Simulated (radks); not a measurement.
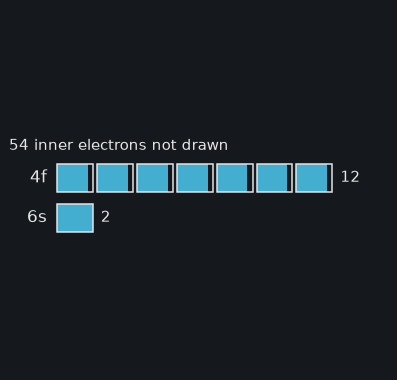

*The outer shells as the input fills them: a box for each of the 2l + 1 orbitals, shaded by the share of the shell that is filled, with the electron count at the right.*

Atomic calculation, with input and output: Er

System: Er, configuration [Xe] 4f12 6s2.
Method: scalar-relativistic Kohn-Sham, PBEsol, spin-polarised, spherical densities, finite nucleus (radks).

**Input file**
```
Z 68
configuration [Xe] 4f12 6s2
relativity scalar-relativistic
functional pbe_sol,pbe_sol
spin polarised
nucleus finite rms 5.2516 fm
c 137.035999084
history 1
mixing 0.2
max_iterations 60
```

Energies in input and log are in hartree, lengths in bohr (the nuclear radius in fm).

Hardware: 1 thread of Arm Neoverse N1, 40 GiB of memory available, shared host.

Launched within a batch (the task file carries these settings):
```bash
python <driver script> task.json out
```

**Output**
```
1s      1   1.0000       -2107.17975251
2s      1   1.0000        -354.02536053
2p      1   3.0000        -313.20811718
3s      1   1.0000         -79.32920575
3p      1   3.0000         -66.90900945
3d      1   5.0000         -51.33772397
4s      1   1.0000         -15.66475995
4p      1   3.0000         -11.57817086
4d      1   5.0000          -6.10176730
4f      1   7.0000          -0.14304885
5s      1   1.0000          -1.92191168
5p      1   3.0000          -0.98159393
6s      1   1.0000          -0.14235911
1s      2   1.0000       -2107.17973964
2s      2   1.0000        -354.02432961
2p      2   3.0000        -313.20736135
3s      2   1.0000         -79.29744323
3p      2   3.0000         -66.87732736
3d      2   5.0000         -51.31339370
4s      2   1.0000         -15.59911420
4p      2   3.0000         -11.51355413
4d      2   5.0000          -6.03833467
4f      2   5.0000          -0.08812199
5s      2   1.0000          -1.89098264
5p      2   3.0000          -0.95970728
6s      2   1.0000          -0.14062444
Etot -13080.875064326128
Ekin 14177.859640357257
Encl -32105.243265158737
Eh 5119.951032223265
Exc -273.44247174791667
err 4.747873520438626e-06
it 60
```

**Outcome**

- outcome: not converged
- total energy: −13080.8751 hartree
- kinetic energy: 14177.8596 hartree
- electron–nucleus energy: −32105.2433 hartree
- Hartree energy: 5119.9510 hartree
- exchange–correlation energy: −273.442472 hartree
- SCF iterations: 60
- wall time: 1.1 s

**Diagnosis**

A numerical setting was moved from its usual value: mixing history nhist = 1, mixing factor beta = 0.2. The run did not meet its convergence test in 60 iterations, so its last values are not results.
